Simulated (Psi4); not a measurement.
**HF (hydrogen fluoride) at MP2/cc-pVTZ**

What is the vertical singlet–triplet gap of HF (hydrogen fluoride) at MP2/cc-pVTZ? 

The calculation is run with Psi4 1.11.

1 further run of the same task is left out (set aside as unsound or not needed).

## (1) The structure to begin with

The species is HF (2 atoms), meant as a singlet with charge 0. SMILES: `F`. The shape is that of a PBE0-D4/def2-TZVP optimisation.

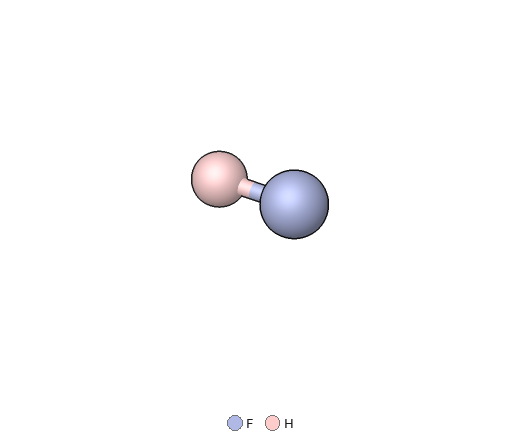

The structure, seen from a chosen angle (fluorine light blue, hydrogen pink).

## (2) The energy at MP2/cc-pVTZ

File job.in:

```
memory 1600 mb

molecule {
  0 1
  F
  H 1 R2

  R2 = 0.919961
  symmetry c1
}

set {
  basis           cc-pVTZ
  puream          true
  e_convergence   1e-09
  d_convergence   1e-08
  scf_type        pk
  num_frozen_docc 1
  mp2_type        conv
}

E = energy('mp2')
```

The run is started by

```console
$ psi4 -n 1 job.in job.out
```

job.out, cut to the lines that bear on the results:

```text
[...]
  Running in c1 symmetry.
[...]
  Nuclear repulsion =    5.176953040433236
[...]
  Multiplicity = 1
[...]
  Nalpha       = 5
  Nbeta        = 5
[...]
    Number of basis functions: 44
[...]
   @RHF iter   1:  -100.01940373938889   -3.92274e-01   7.53702e-03 DIIS/ADIIS
[...]
   @RHF iter   9:  -100.05786465186598   -1.70530e-12   3.53140e-09 DIIS
[...]
    Orbital Energies [Eh]
    ---------------------
    Doubly Occupied:
       1A    -26.286350     2A     -1.593253     3A     -0.759172
       4A     -0.642924     5A     -0.642924
[...]
  @RHF Final Energy:  -100.05786465186598
   => Energetics <=
    Nuclear Repulsion Energy =              5.1769530404332356
    One-Electron Energy =                -150.6203888380879334
    Two-Electron Energy =                  45.3855711457887168
    Total Energy =                       -100.0578646518659838
[...]
 Multipole Moments:
 ------------------------------------------------------------------------------------
     Multipole            Electronic (a.u.)      Nuclear  (a.u.)        Total (a.u.)
 ------------------------------------------------------------------------------------
 L = 1.  Multiply by 2.5417464519 to convert [e a0] to [Debye]
 Dipole X            :          0.0000000            0.0000000            0.0000000
 Dipole Y            :          0.0000000            0.0000000            0.0000000
 Dipole Z            :         -0.0967714            0.8627081            0.7659367
 Magnitude           :                                                    0.7659367
[...]
	SCS-MP2 Total Energy (a.u.)        :  -100.32400995351615
	SOS-MP2 Total Energy (a.u.)        :  -100.30087327149910
	SCSN-MP2 Total Energy (a.u.)       :  -100.18002633291603
[...]
	SOS-PI-MP2 Total Energy (a.u.)     :  -100.34137470810462
[...]
	MP2 Total Energy (a.u.)            :  -100.32978188094475
[...]
```

Run time: 1.4 s. Hardware: 1 thread of Intel Xeon 6975P-C (Granite Rapids), shared host; peak memory 0.21 GiB.

## (3) The triplet at the same level

File job.dat:

```
memory 1600 mb

molecule {
  0 3
  F     -0.73699319     0.27325440    -0.37114221
  H      0.73699319    -0.27325440     0.37114221
  units bohr
  symmetry c1
  no_reorient
  no_com
}

set {
  basis           cc-pVTZ
  reference       uhf
  puream          true
  e_convergence   1e-09
  d_convergence   1e-08
  scf_type        pk
  num_frozen_docc 1
  mp2_type        conv
  maxiter         100
}

energy("mp2")
```

The run is started by

```console
$ psi4 -i job.dat -o job.out -n 1
```

job.out, cut to the lines that bear on the results:

```text
[...]
  Running in c1 symmetry.
[...]
  Nuclear repulsion =    5.176952304055543
[...]
  Multiplicity = 3
[...]
  Nalpha       = 6
  Nbeta        = 4
[...]
    Number of basis functions: 44
[...]
   @UHF iter   1:   -99.69972911535207   -7.25997e-02   6.81167e-03 DIIS/ADIIS
[...]
   @UHF iter  11:   -99.73293958176518   -7.53175e-13   2.92838e-09 DIIS
[...]
   @S^2 Observed:                2.004143142E+00
[...]
  @UHF Final Energy:   -99.73293958176518
   => Energetics <=
    Nuclear Repulsion Energy =              5.1769523040555434
    One-Electron Energy =                -148.1017575613341251
    Two-Electron Energy =                  43.1918656755133981
    Total Energy =                        -99.7329395817651942
  UHF NO Occupations:
  HONO-2 :    4  A 1.9985007
  HONO-1 :    5  A 1.0000000
[...]
 Multipole Moments:
 ------------------------------------------------------------------------------------
     Multipole            Electronic (a.u.)      Nuclear  (a.u.)        Total (a.u.)
 ------------------------------------------------------------------------------------
 L = 1.  Multiply by 2.5417464519 to convert [e a0] to [Debye]
 Dipole X            :          5.1094272           -5.8959455           -0.7865183
 Dipole Y            :         -1.8944184            2.1860352            0.2916168
 Dipole Z            :          2.5730551           -2.9691377           -0.3960826
 Magnitude           :                                                    0.9276491
[...]
	SCS-MP2 Total Energy (a.u.)        :   -99.94041089212709
	SOS-MP2 Total Energy (a.u.)        :   -99.92288301738674
	SCSN-MP2 Total Energy (a.u.)       :   -99.82548676039421
[...]
	SOS-PI-MP2 Total Energy (a.u.)     :   -99.95454025665700
[...]
	MP2 Total Energy (a.u.)            :   -99.94380940233752
[...]
```

Run time: 1.5 s. Hardware: 1 thread of Intel Xeon 6975P-C (Granite Rapids), shared host; peak memory 0.22 GiB.

## (4) What came out

Level: MP2/cc-pVTZ, 1 core orbital frozen.

| quantity | value |
| --- | --- |
| singlet: total energy | -100.32978 Eh |
| singlet: HOMO energy (Hartree–Fock orbitals) | -17.49 eV |
| singlet: LUMO energy (Hartree–Fock orbitals) | 3.88 eV |
| singlet: HOMO–LUMO gap (Hartree–Fock orbitals) | 21.37 eV |
| singlet: correlation energy (1 core orbital frozen) | -271.9 mEh |
| triplet: total energy | -99.94381 Eh |
| triplet: HOMO energy (Hartree–Fock orbitals) (highest over α and β) | -5.68 eV |
| triplet: LUMO energy (Hartree–Fock orbitals) (lowest over α and β) | -2.14 eV |
| triplet: correlation energy (1 core orbital frozen) | -210.9 mEh |
| triplet: ⟨S²⟩ of the reference determinant | 2.004 |
| vertical energy of the triplet above the singlet | 10.503 eV |

At this shape the triplet lies 10.50 eV (242 kcal/mol) above the singlet.
